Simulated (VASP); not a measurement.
**1T-PtSe2 monolayer under biaxial strain**

Aim: strain 1T-PtSe2 monolayer in both directions of its plane and follow energy, thickness and gap.

Calculated with VASP 6.6.1; PBE with D3(BJ); plane waves and PAW (Pt, Se), in the first sound run; inputs show where later runs differ.

## 1. The structure

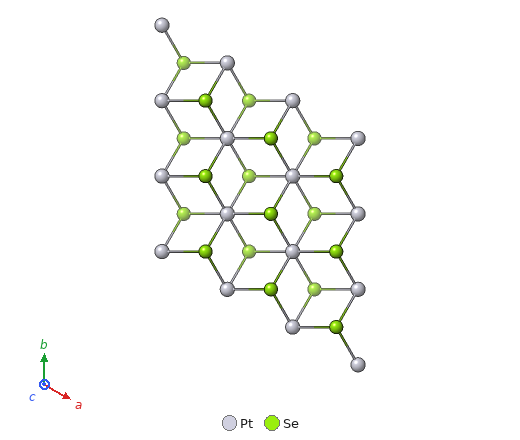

The cell as given, from above (platinum light grey, selenium green). 3×3×1 cells are drawn. Some periodic images of atoms are drawn too.

The cell holds 3 atoms: 1 Pt and 2 Se. Its edges and angles: a = 3.750 Å, b = 3.750 Å, c = 22.000 Å, α = 90.0°, β = 90.0°, γ = 120.0°. Vacuum lies along c.

As a file:

```cif
data_structure
_symmetry_space_group_name_H-M 'P 1'
_symmetry_Int_Tables_number 1
_cell_length_a 3.7500
_cell_length_b 3.7500
_cell_length_c 22.0000
_cell_angle_alpha 90.000
_cell_angle_beta 90.000
_cell_angle_gamma 120.000
_cell_volume 267.93
loop_
_atom_site_label
_atom_site_type_symbol
_atom_site_fract_x
_atom_site_fract_y
_atom_site_fract_z
_atom_site_occupancy
Pt1 Pt 0.00000 0.00000 0.50000 1
Se2 Se 0.33333 0.66667 0.44091 1
Se3 Se 0.66667 0.33333 0.55909 1
```

## 2. Relaxing the monolayer

The sheet's cell relaxes in its plane with the atoms, while the vacuum is kept.

INCAR reads:

```
SYSTEM = PtSe2
PREC = Normal
ENCUT = 350
EDIFF = 1E-06
NELM = 120
ISMEAR = 0
SIGMA = 0.03
LREAL = .FALSE.
ALGO = Normal
GGA = PE
IVDW = 12
NBANDS = 17
LASPH = .TRUE.
LORBIT = 11
LWAVE = .FALSE.
LCHARG = .FALSE.
KPAR = 4
IBRION = 2
NSW = 50
ISIF = 3
EDIFFG = -0.015
POTIM = 0.4
IDIPOL = 3
LDIPOL = .TRUE.
DIPOL = 0.5 0.5 0.5
LATTICE_CONSTRAINTS = .TRUE. .TRUE. .FALSE.
```

POSCAR reads:

```
PtSe2
1.0
    3.7500000000      0.0000000000      0.0000000000
   -1.8750000000      3.2475952642      0.0000000000
    0.0000000000      0.0000000000     22.0000000000
Pt Se
1 2
Direct
    0.0000000000      0.0000000000      0.5000000000
    0.3333333333      0.6666666667      0.4409090909
    0.6666666667      0.3333333333      0.5590909091
```

KPOINTS reads:

```
Automatic mesh
0
Gamma
9 9 1
0 0 0
```

Potentials, in the order of the species: Pt and Se (PBE family, release 64).

Run with:

```sh
$ mpirun -np 4 vasp_std
```

What it wrote:

```text
[banner, memory and clock lines left out]
running    4 mpi-ranks, on    1 nodes
 distrk:  each k-point on    1 cores,    4 groups
 distr:  one band on    1 cores,    1 groups

 POSCAR found type information on POSCAR PtSe
 POSCAR found :  2 types and       3 ions
 LDA part: xc-table for (Slater+PW92), standard interpolation
 POSCAR, INCAR and KPOINTS ok, starting setup
 FFT: planning ... GRIDC
 FFT: planning ... GRID_SOFT
 FFT: planning ... GRID
 WAVECAR not read
 entering main loop
       N       E                     dE             d eps       ncg     rms          rms(c)
DAV:   1     0.147447829106E+03    0.14745E+03   -0.59745E+03   408   0.689E+02
DAV:   2    -0.771954100728E+00   -0.14822E+03   -0.14257E+03   635   0.151E+02
DAV:   3    -0.149371940563E+02   -0.14165E+02   -0.14096E+02   482   0.600E+01
DAV:   4    -0.151446554712E+02   -0.20746E+00   -0.20728E+00   557   0.835E+00
DAV:   5    -0.151476505265E+02   -0.29951E-02   -0.29946E-02   527   0.942E-01    0.120E+01
DAV:   6    -0.145072844186E+02    0.64037E+00   -0.49222E+00   449   0.201E+01    0.677E+00
DAV:   7    -0.143415301267E+02    0.16575E+00   -0.13731E+00   450   0.112E+01    0.313E+00
DAV:   8    -0.142979368282E+02    0.43593E-01   -0.10195E-01   522   0.301E+00    0.713E-01
DAV:   9    -0.142944505866E+02    0.34862E-02   -0.24975E-02   546   0.132E+00    0.202E-01
DAV:  10    -0.142946301277E+02   -0.17954E-03   -0.14250E-03   540   0.253E-01    0.163E-01
DAV:  11    -0.142948456664E+02   -0.21554E-03   -0.24644E-04   527   0.143E-01    0.980E-02
DAV:  12    -0.142947705199E+02    0.75146E-04   -0.37640E-04   528   0.178E-01    0.468E-02
DAV:  13    -0.142947670677E+02    0.34522E-05   -0.24587E-05   451   0.292E-02    0.251E-02
DAV:  14    -0.142948037254E+02   -0.36658E-04   -0.84047E-05   437   0.388E-02    0.325E-02
DAV:  15    -0.142948177924E+02   -0.14067E-04   -0.68867E-06   517   0.158E-02    0.161E-02
DAV:  16    -0.142948522147E+02   -0.34422E-04   -0.32358E-06   413   0.683E-03    0.158E-02
DAV:  17    -0.142948697448E+02   -0.17530E-04   -0.26983E-06   425   0.111E-02    0.568E-03
DAV:  18    -0.142948878268E+02   -0.18082E-04   -0.28236E-06   436   0.846E-03    0.356E-03
DAV:  19    -0.142948907258E+02   -0.28990E-05   -0.12718E-07   437   0.201E-03    0.335E-03
DAV:  20    -0.142948933436E+02   -0.26178E-05   -0.30681E-07   405   0.258E-03    0.579E-04
DAV:  21    -0.142948941104E+02   -0.76680E-06   -0.34602E-08   424   0.105E-03
   1 F= -.15173647E+02 E0= -.15173647E+02  d E =-.151736E+02
 curvature:   0.00 expect dE= 0.000E+00 dE for cont linesearch  0.000E+00
 trial: gam= 0.00000 g(F)=  0.350E-05 g(S)=  0.197E-01 ort = 0.000E+00 (trialstep = 0.100E+01)
 search vector abs. value=  0.197E-01
 bond charge predicted
       N       E                     dE             d eps       ncg     rms          rms(c)
DAV:   1    -0.143487911802E+02   -0.53898E-01   -0.18139E+00   427   0.103E+01    0.173E+00
DAV:   2    -0.142917474203E+02    0.57044E-01   -0.22772E-01   501   0.460E+00    0.812E-01
DAV:   3    -0.142808860836E+02    0.10861E-01   -0.23094E-02   472   0.140E+00    0.364E-01
DAV:   4    -0.142783748269E+02    0.25113E-02   -0.11884E-02   501   0.643E-01    0.165E-01
DAV:   5    -0.142784366152E+02   -0.61788E-04   -0.42882E-04   455   0.173E-01    0.999E-02
DAV:   6    -0.142784530496E+02   -0.16434E-04   -0.22771E-04   493   0.123E-01    0.176E-02
DAV:   7    -0.142784528754E+02    0.17422E-06   -0.13150E-05   530   0.328E-02    0.489E-03
DAV:   8    -0.142784541000E+02   -0.12246E-05   -0.22430E-06   405   0.880E-03    0.140E-03
DAV:   9    -0.142784545341E+02   -0.43413E-06   -0.31785E-07   427   0.329E-03
   2 F= -.15178120E+02 E0= -.15178120E+02  d E =-.447319E-02
[...]
3 F= -.15180115E+02 E0= -.15180115E+02  d E =-.646792E-02
[...]
4 F= -.15182223E+02 E0= -.15182223E+02  d E =-.210798E-02
 ZBRENT: can't locate minimum, use default step
 trial-energy change:   -0.002108  1 .order   -0.002112   -0.002404   -0.001821
 step:   3.7176(harm=  3.8308)  dis= 0.02648  next Energy=   -15.185562 (dE=-0.545E-02)
 bond charge predicted
       N       E                     dE             d eps       ncg     rms          rms(c)
DAV:   1    -0.142940664317E+02   -0.55585E-02   -0.77776E-01   413   0.542E+00    0.599E-01
DAV:   2    -0.142882706549E+02    0.57958E-02   -0.52231E-02   494   0.187E+00    0.244E-01
DAV:   3    -0.142870567998E+02    0.12139E-02   -0.29105E-03   465   0.456E-01    0.116E-01
DAV:   4    -0.142867502177E+02    0.30658E-03   -0.19464E-03   503   0.263E-01    0.655E-02
DAV:   5    -0.142867594725E+02   -0.92548E-05   -0.32714E-05   512   0.373E-02    0.421E-02
DAV:   6    -0.142867629803E+02   -0.35078E-05   -0.23067E-05   506   0.273E-02    0.402E-03
DAV:   7    -0.142867624481E+02    0.53221E-06   -0.13972E-06   436   0.701E-03
   5 F= -.15184965E+02 E0= -.15184965E+02  d E =-.484967E-02
 curvature:  -2.18 expect dE=-0.135E-05 dE for cont linesearch -0.897E-06
 trial: gam=-0.01469 g(F)=  0.570E-06 g(S)=  0.475E-07 ort = 0.348E-04 (trialstep = 0.149E+01)
 search vector abs. value=  0.231E-06
 reached required accuracy - stopping structural energy minimisation
```

Elapsed: 26 s, on 4 MPI ranks of AMD EPYC 7R43, shared host; peak memory 0.72 GiB; 100 s of CPU time.

Lines that name or quote the potential files are left out of all logs, and their timing lines are given in words.

OUTCAR, selected parts (step 2):

```text
ion  position               nearest neighbor table
   1  0.000  0.000  0.500-   2 2.53   3 2.53   3 2.53   2 2.53   3 2.53   2 2.53
   2  0.333  0.667  0.441-   1 2.53   1 2.53   1 2.53
   3  0.667  0.333  0.559-   1 2.53   1 2.53   1 2.53

  LATTYP: Found a hexagonal cell.
 ALAT       =     3.7500000000
 C/A-ratio  =     5.8666666667

 Subroutine GETGRP returns: Found 12 space group operations
 (whereof 12 operations were pure point group operations)

The static configuration has the point symmetry D_3d.

 Found     12 irreducible k-points:

   k-points           NKPTS =     12   k-points in BZ     NKDIM =     12   number of bands    NBANDS=     17

   dimension x,y,z NGX =    18 NGY =   18 NGZ =  108
   dimension x,y,z NGXF=    36 NGYF=   36 NGZF=  216

   ENCUT  =  350.0 eV  25.72 Ry    5.07 a.u.   5.72  5.72 33.56*2*pi/ulx,y,z

   NELECT =      22.0000    total number of electrons

 k-points in reciprocal lattice and weights: Automatic mesh
   0.00000000  0.00000000  0.00000000       0.012
   0.11111111 -0.00000000  0.00000000       0.074
   0.22222222 -0.00000000  0.00000000       0.074
   0.33333333  0.00000000  0.00000000       0.074
   0.44444444 -0.00000000  0.00000000       0.074
   0.11111111  0.11111111  0.00000000       0.074
   0.22222222  0.11111111  0.00000000       0.148
   0.33333333  0.11111111  0.00000000       0.148
   0.44444444  0.11111111  0.00000000       0.074
   0.22222222  0.22222222  0.00000000       0.074
   0.33333333  0.22222222  0.00000000       0.148
   0.33333333  0.33333333  0.00000000       0.025

 Edisp (eV)   -0.89371

 dipolmoment           0.000000      0.000000      0.000000 electrons x Angstroem

 average (electrostatic) potential at core
       1 -77.2213       2 -61.1664       3 -61.1664

 E-fermi :  -2.9356

 k-point     1 :       0.0000    0.0000    0.0000
  band No.  band energies     occupation
    ...
      7      -5.9556      2.00000
      8      -4.3844      2.00000
      9      -3.7556      2.00000
     10      -3.0651      2.00000
     11      -3.0651      2.00000
     12      -0.1071      0.00000
     13      -0.1071      0.00000
     14       1.4306      0.00000
     15       2.1264      0.00000
     16       2.5209      0.00000
    ...

 k-point     2 :       0.1111   -0.0000    0.0000
  band No.  band energies     occupation
    ...
      7      -6.0457      2.00000
      8      -4.7728      2.00000
      9      -3.5361      2.00000
     10      -3.1703      2.00000
     11      -3.0690      2.00000
     12      -0.8962      0.00000
     13      -0.2927      0.00000
     14       1.8506      0.00000
     15       2.3284      0.00000
     16       2.8778      0.00000
    ...

 k-point     3 :       0.2222   -0.0000    0.0000
  band No.  band energies     occupation
    ...
      7      -6.1658      2.00000
      8      -5.2697      2.00000
      9      -3.5035      2.00000
     10      -3.3286      2.00000
     11      -3.2933      2.00000
     12      -1.7168      0.00000
     13      -0.5103      0.00000
     14       2.5512      0.00000
     15       2.7086      0.00000
     16       3.0067      0.00000
    ...

 Edisp (eV)   -0.89820

  Total       0.00136     0.00136    -0.07159    -0.00000     0.00000    -0.00000
  in kB       0.00833     0.00833    -0.43907    -0.00000     0.00000    -0.00000
  external pressure =       -0.14 kB  Pullay stress =        0.00 kB

  energy-cutoff  :      350.00
  volume of cell :      261.23
      direct lattice vectors                 reciprocal lattice vectors
     3.702836918  0.000000000  0.000000000     0.270063203  0.155921063  0.000000000
    -1.851418459  3.206750837  0.000000000    -0.000000000  0.311842126  0.000000000
     0.000000000  0.000000000 22.000000000     0.000000000  0.000000000  0.045454545

 POSITION                                       TOTAL-FORCE (eV/Angst)
 -----------------------------------------------------------------------------------
     -0.00000      0.00000     11.00000         0.000000      0.000000      0.000000
     -0.00000      2.13783      9.67335        -0.000000      0.000000     -0.002718
      1.85142      1.06892     12.32665        -0.000000     -0.000000      0.002718
 -----------------------------------------------------------------------------------
    total drift:                                0.000000     -0.000000      0.000000

  FREE ENERGIE OF THE ION-ELECTRON SYSTEM (eV)
  ---------------------------------------------------
  free  energy   TOTEN  =       -15.1849645867 eV

  energy  without entropy=      -15.1849645867  energy(sigma->0) =      -15.18496459

 reached required accuracy - stopping structural energy minimisation

 vacuum level on the upper side and lower side of the slab         2.537         2.537

 total charge
# of ion       s       p       d       tot
------------------------------------------
    1        0.677   0.701   7.996   9.374
    2        1.477   2.250   0.057   3.784
    3        1.477   2.250   0.057   3.784
--------------------------------------------------
tot          3.631   5.201   8.109  16.942

[... 3 further parts left out ...]
```

CONTCAR:

```
PtSe2
   1.00000000000000
     3.7028369179384653    0.0000000000000000    0.0000000000000000
    -1.8514184589692326    3.2067508370136264    0.0000000000000000
     0.0000000000000000    0.0000000000000000   22.0000000000000000
  Pt              Se
     1     2
Direct
     0.0000000000000000    0.0000000000000000    0.5000000000000000
     0.3333333332999970    0.6666666667000030    0.4396979049537152
     0.6666666667000030    0.3333333332999970    0.5603020950462847
```

The gap is read on the k-mesh alone, so it is an upper bound where the band edges lie off the mesh. The run keeps the 12 symmetry operations of its start, so it cannot find a distortion of lower symmetry.

The steps of the relaxation:

```csv
step,energy less that of the first step (eV),largest force (eV/Å),pressure (GPa),volume (Å³)
1,0.0000,0.0067,-0.36,267.93
2,-0.0045,0.2855,0.34,261.92
3,-0.0065,0.1836,0.08,264.03
4,-0.0086,0.1382,0.06,263.33
5,-0.0113,0.0027,-0.01,261.23
```

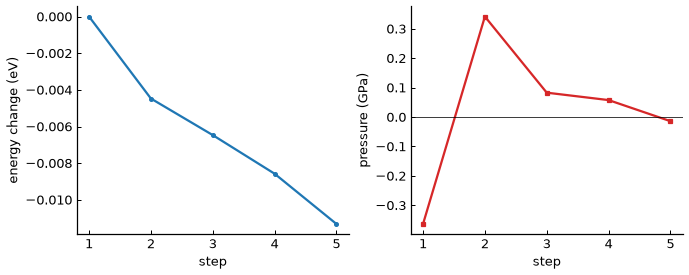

Energy and pressure along the relaxation.

```csv
cell as run,before,after,change
a (Å),3.750,3.703,-1.3 %
b (Å),3.750,3.703,-1.3 %
```

The atoms that moved most (Å, along periodic axes as changes of fractional coordinates times the final cell, across vacuum about the mean position):

```csv
atom,dx,dy,dz,length
Se2,0.000,0.000,-0.027,0.027
Se3,0.000,0.000,0.027,0.027
```

Final coordinates:

```xyz
3
Lattice="3.7028 0.0000 0.0000 -1.8514 3.2068 0.0000 0.0000 0.0000 22.0000" Properties=species:S:1:pos:R:3
Pt    0.0000    0.0000   11.0000
Se    0.0000    2.1378    9.6734
Se    1.8514    1.0689   12.3266
```

This step gave:

* electronic cycles: 50
* electrons: 22
* free energy (TOTEN): -15.18 eV
* Fermi energy: -2.936 eV
* metallic: no
* dipole moment: 0, 0, 0 e·Å
* gap on the k-mesh: 1.348 eV
* least direct gap on the k-mesh: 1.576 eV

The run ended after 5 ionic steps, 0.011 eV below its first step, once forces and stress met EDIFFG = -0.015.

## 3. A second relaxation

The plane waves were chosen for the start cell, so the relaxation is repeated from its end.

Changes to INCAR since step 2:

```diff
@@ -18,3 +18,3 @@
 IBRION = 2
-NSW = 50
+NSW = 30
 ISIF = 3
```

POSCAR reads:

```
PtSe2
1.0
    3.7028369179      0.0000000000      0.0000000000
   -1.8514184590      3.2067508370      0.0000000000
    0.0000000000      0.0000000000     22.0000000000
Pt Se
1 2
Direct
    0.0000000000      0.0000000000      0.5000000000
    0.3333333333      0.6666666667      0.4396979050
    0.6666666667      0.3333333333      0.5603020950
```

KPOINTS is that of step 2.

Run with:

```sh
$ mpirun -np 4 vasp_std
```

What it wrote:

```text
[... set-up lines as in an earlier step ...]
 entering main loop
       N       E                     dE             d eps       ncg     rms          rms(c)
DAV:   1     0.146643210774E+03    0.14664E+03   -0.60846E+03   408   0.693E+02
DAV:   2    -0.638724003770E+00   -0.14728E+03   -0.14049E+03   607   0.155E+02
DAV:   3    -0.149097045410E+02   -0.14271E+02   -0.14186E+02   517   0.597E+01
DAV:   4    -0.151311500109E+02   -0.22145E+00   -0.22100E+00   549   0.845E+00
DAV:   5    -0.151345805254E+02   -0.34305E-02   -0.34291E-02   534   0.979E-01    0.124E+01
DAV:   6    -0.144852104341E+02    0.64937E+00   -0.47510E+00   446   0.198E+01    0.686E+00
DAV:   7    -0.143355406918E+02    0.14967E+00   -0.13499E+00   457   0.112E+01    0.318E+00
DAV:   8    -0.142869792594E+02    0.48561E-01   -0.10432E-01   505   0.319E+00    0.701E-01
DAV:   9    -0.142841499540E+02    0.28293E-02   -0.26192E-02   562   0.133E+00    0.205E-01
DAV:  10    -0.142842934440E+02   -0.14349E-03   -0.13043E-03   498   0.244E-01    0.185E-01
DAV:  11    -0.142845707848E+02   -0.27734E-03   -0.31860E-04   518   0.161E-01    0.152E-01
DAV:  12    -0.142844982804E+02    0.72504E-04   -0.78211E-04   509   0.249E-01    0.124E-01
DAV:  13    -0.142844419401E+02    0.56340E-04   -0.69808E-05   499   0.516E-02    0.751E-02
DAV:  14    -0.142844243662E+02    0.17574E-04   -0.28365E-05   483   0.251E-02    0.396E-02
DAV:  15    -0.142844432369E+02   -0.18871E-04   -0.32572E-05   431   0.308E-02    0.908E-03
DAV:  16    -0.142844872777E+02   -0.44041E-04   -0.41509E-05   454   0.313E-02    0.285E-02
DAV:  17    -0.142845184067E+02   -0.31129E-04   -0.20369E-06   424   0.596E-03    0.248E-02
DAV:  18    -0.142845370033E+02   -0.18597E-04   -0.17146E-05   508   0.199E-02    0.624E-03
DAV:  19    -0.142845433515E+02   -0.63483E-05   -0.47435E-07   425   0.377E-03    0.247E-03
DAV:  20    -0.142845483270E+02   -0.49755E-05   -0.21814E-07   420   0.243E-03    0.910E-04
DAV:  21    -0.142845517661E+02   -0.34390E-05   -0.94676E-08   398   0.121E-03    0.737E-04
DAV:  22    -0.142845523923E+02   -0.62623E-06   -0.37836E-08   433   0.877E-04
   1 F= -.15182755E+02 E0= -.15182755E+02  d E =-.151828E+02
 curvature:   0.00 expect dE= 0.000E+00 dE for cont linesearch  0.000E+00
 trial: gam= 0.00000 g(F)=  0.478E-06 g(S)=  0.161E-05 ort = 0.000E+00 (trialstep = 0.100E+01)
 search vector abs. value=  0.209E-05
 reached required accuracy - stopping structural energy minimisation
```

Elapsed: 10 s, on 4 MPI ranks; peak memory 0.7 GiB; 38 s of CPU time.

OUTCAR, selected parts (step 3):

```text
  LATTYP: Found a hexagonal cell.
 ALAT       =     3.7028369179
 C/A-ratio  =     5.9413904765

The static configuration has the point symmetry D_3d.

 Found     12 irreducible k-points:

   ENCUT  =  350.0 eV  25.72 Ry    5.07 a.u.   5.65  5.65 33.56*2*pi/ulx,y,z

   NELECT =      22.0000    total number of electrons

 E-fermi :  -2.9296

 k-point     1 :       0.0000    0.0000    0.0000
  band No.  band energies     occupation
    ...
      7      -5.9512      2.00000
      8      -4.3802      2.00000
      9      -3.7515      2.00000
     10      -3.0607      2.00000
     11      -3.0607      2.00000
     12      -0.1028      0.00000
     13      -0.1028      0.00000
     14       1.4411      0.00000
     15       2.1483      0.00000
     16       2.5306      0.00000
    ...

 k-point     2 :       0.1111   -0.0000    0.0000
  band No.  band energies     occupation
    ...
      7      -6.0413      2.00000
      8      -4.7685      2.00000
      9      -3.5321      2.00000
     10      -3.1660      2.00000
     11      -3.0646      2.00000
     12      -0.8919      0.00000
     13      -0.2883      0.00000
     14       1.8645      0.00000
     15       2.3537      0.00000
     16       2.8572      0.00000
    ...

 Edisp (eV)   -0.89820

  Total      -0.00791    -0.00791    -0.08350     0.00000     0.00000    -0.00000
  in kB      -0.04851    -0.04851    -0.51209     0.00000     0.00000    -0.00000
  external pressure =       -0.20 kB  Pullay stress =        0.00 kB

  energy-cutoff  :      350.00
  volume of cell :      261.23
      direct lattice vectors                 reciprocal lattice vectors
     3.702836918  0.000000000  0.000000000     0.270063203  0.155921063  0.000000000
    -1.851418459  3.206750837  0.000000000     0.000000000  0.311842126  0.000000000
     0.000000000  0.000000000 22.000000000     0.000000000  0.000000000  0.045454545

 POSITION                                       TOTAL-FORCE (eV/Angst)
 -----------------------------------------------------------------------------------
      0.00000      0.00000     11.00000         0.000000      0.000000      0.000000
     -0.00000      2.13783      9.67335         0.000000     -0.000000     -0.002490
      1.85142      1.06892     12.32665        -0.000000      0.000000      0.002490
 -----------------------------------------------------------------------------------
    total drift:                               -0.000000      0.000000     -0.000000

  FREE ENERGIE OF THE ION-ELECTRON SYSTEM (eV)
  ---------------------------------------------------
  free  energy   TOTEN  =       -15.1827545311 eV

  energy  without entropy=      -15.1827545311  energy(sigma->0) =      -15.18275453

 vacuum level on the upper side and lower side of the slab         2.486         2.486

 total charge
# of ion       s       p       d       tot
------------------------------------------
    1        0.677   0.701   7.996   9.374
    2        1.477   2.250   0.057   3.783
    3        1.477   2.250   0.057   3.783
--------------------------------------------------
tot          3.631   5.201   8.109  16.941

[... 5 parts as in an earlier step ...]

[... 7 further parts left out ...]
```

Little changed from the start: no atom moved by 0.005 Å and no cell edge by 0.1 %.

Numbers from this step:

- electronic cycles: 22
- Fermi energy: -2.930 eV

The start already met the threshold, so nothing moved.

(Part 1 of 7 ends here.)

[Lines on the potential files, build, host, timing and source positions are cut from VASP's logs without a mark.]

[Logs are printed without paths, hosts, clocks, repeated set-up lines and the standing remarks that a program may print on its own settings, such as how far it seeks lower states.]

[Hosts, paths, dates, database ids (printed as entryN), source tags and the programs' standing remarks are cut or masked in the printed files.]

[Runs that stopped without an error message from VASP are left out.]
